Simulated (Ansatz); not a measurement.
Frequency calculation of AlSiH4ClO

AlSiH4ClO, computed with RKS r2SCAN/def2-SVP (Ansatz 0.2.0).

It belongs to a series of runs on one base structure; here: vibrations at the highest image of the band. Figures and captions count atoms from 1; the log counts them from 0 in places.

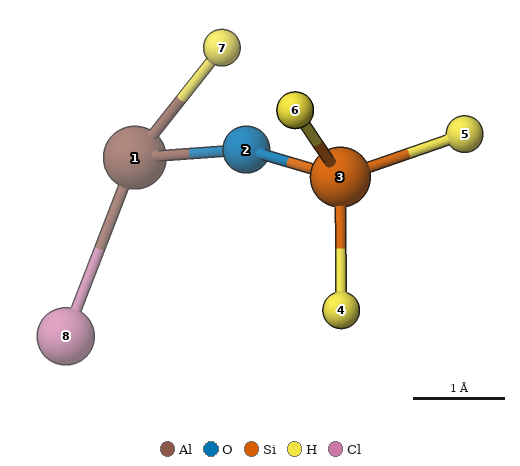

Fig. 1: The input geometry (ball-and-stick view, seen at a tilt; atoms are numbered from 1 in the order of the input). Sticks mark near contacts.

## Summary

- outcome: converged
- total energy: −29097.2643 eV
- mean-field energy: −29097.2643 eV
- largest force (length of the vector): 0.002 eV/Å
- hardware: 2 threads of Intel Xeon (Granite Rapids), 32 GiB of memory available, shared host
- wall time: 39 s (CPU time 75 s)
- peak memory: 0.16 GiB

## Input file
```yaml
crystal:
  periodic: [false, false, false]
  atoms:
    - { symbol: Al, position_ang: [0.46768, 0.078147, -0.735868] }
    - { symbol: O, position_ang: [0.329709, -0.143042, 1.096625] }
    - { symbol: Si, position_ang: [-0.183244, -0.406153, 2.697963] }
    - { symbol: H, position_ang: [-1.599125, -0.866039, 2.668638] }
    - { symbol: H, position_ang: [0.687513, -1.443835, 3.315679] }
    - { symbol: H, position_ang: [-0.067148, 0.865572, 3.463867] }
    - { symbol: H, position_ang: [1.509815, 0.195645, 0.623552] }
    - { symbol: Cl, position_ang: [-1.381601, -0.260992, -1.736156] }
basis:
  gaussian: { orbitals: def2-SVP }
hamiltonian:
  xc: r2scan
phonons: {}
```

Launch command:
```bash
ansatz run input.yaml --threads 2 --pin off --max-ram 3072MiB --backend cpu --events-out ev --progress --plain --runs-dir out
```

## Output
```
Engine: ansatz 0.2.0, x86_64-unknown-linux-gnu
Functional definition: r2SCAN
  parameter k0 = 0.174
  parameter k1 = 0.065
  parameter a1 = 4.9479
  exchange = r2scan_x(k0 = k0, k1 = k1, a1 = a1)
  correlation = r2scan_c
959 factors; their error is unknown
mean field evaluation 1: about -29091.3086 eV, gradient 5.4e1 eV
mean field evaluation 2: about -29023.9726 eV, gradient 1.7e2 eV
mean field evaluation 4: about -29097.0604 eV, gradient 9.5e0 eV
mean field evaluation 8: about -29097.3294 eV, gradient 1.2e-1 eV
mean field evaluation 16: about -29097.2643 eV, gradient 7.0e-5 eV
mean field -29097.26425666 eV, -1069.3047385980 hartree, gradient 7.0e-5 eV, S^2 0.000000; 0 other end points of the search recorded, 0 dependent functions left out
the calculation of the forces begins
reference -29097.26426810 eV, -1069.3047390186 hartree; 28, 28 occupied and 60, 60 virtual orbitals, 959 factors
these checks for a lower state are left out or cut short: stability, starts, cluster_reference, orbital_swaps, neighbouring_geometries, increment
959 factors; their error is unknown
mean field -29097.26421020 eV, -1069.3047368908 hartree, gradient 1.2e-6 eV, S^2 0.000000; 0 other end points of the search recorded, 0 dependent functions left out
[... from here on the field's lines of each further geometry are left out, up to the last ...]
the calculation of the forces begins
reference -29097.26425522 eV, -1069.3047385452 hartree; 28, 28 occupied and 60, 60 virtual orbitals, 959 factors
these checks for a lower state are left out or cut short: stability, starts, cluster_reference, orbital_swaps, neighbouring_geometries, increment
959 factors; their error is unknown
mean field -29097.26424562 eV, -1069.3047381924 hartree, gradient 2.1e-6 eV, S^2 0.000000; 0 other end points of the search recorded, 0 dependent functions left out
the calculation of the forces begins
reference -29097.26425706 eV, -1069.3047386129 hartree; 28, 28 occupied and 60, 60 virtual orbitals, 959 factors
WARN: phonons: modes at or below zero, which the zero-point energy, F, S and C_V leave out: 1, the lowest at -1365.57 cm⁻¹. A minimum has none, and a first-order saddle one
Total energy: -29097.26426810 eV, -1069.3047390186 hartree
Atom 0 at     0.467680     0.078147    -0.735868 Å, force     0.000986    -0.000832    -0.001659 eV/Å
Atom 1 at     0.329709    -0.143042     1.096625 Å, force     0.000365     0.002191     0.000720 eV/Å
Atom 2 at    -0.183244    -0.406153     2.697963 Å, force    -0.000085    -0.000173     0.000565 eV/Å
Atom 3 at    -1.599125    -0.866039     2.668638 Å, force     0.000034     0.000268    -0.000017 eV/Å
Atom 4 at     0.687513    -1.443835     3.315679 Å, force    -0.000373    -0.000797    -0.000348 eV/Å
Atom 5 at    -0.067148     0.865572     3.463867 Å, force     0.000754    -0.000479     0.000144 eV/Å
Atom 6 at     1.509815     0.195645     0.623552 Å, force    -0.001158     0.000507     0.000960 eV/Å
Atom 7 at    -1.381601    -0.260992    -1.736156 Å, force    -0.000523    -0.000684    -0.000366 eV/Å
Dipole moment:     0.106513    -0.019078     0.455752 e Å
Vibrations: -1365.57 39.72 68.50 74.65 214.02 291.82 447.11 519.78 689.19 717.87 865.51 939.14 952.10 977.22 1687.89 2242.63 2251.74 2254.03 cm⁻¹, zero-point energy 0.944322 eV
```

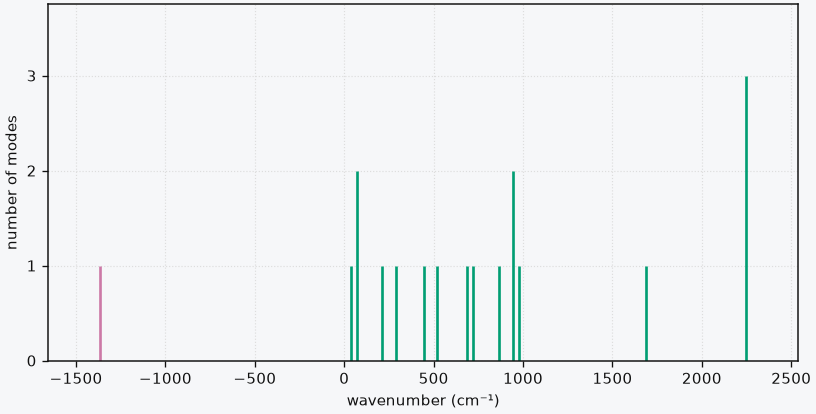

Fig. 2: Harmonic vibrational wavenumbers from the force constants; neighbouring modes closer than 16 cm⁻¹ are counted in one stick, and imaginary ones are drawn at negative wavenumbers. 18 modes from 1366i to 2254 cm⁻¹, 1 imaginary beyond 8i (1366i cm⁻¹): a first-order saddle point, if the geometry is stationary.
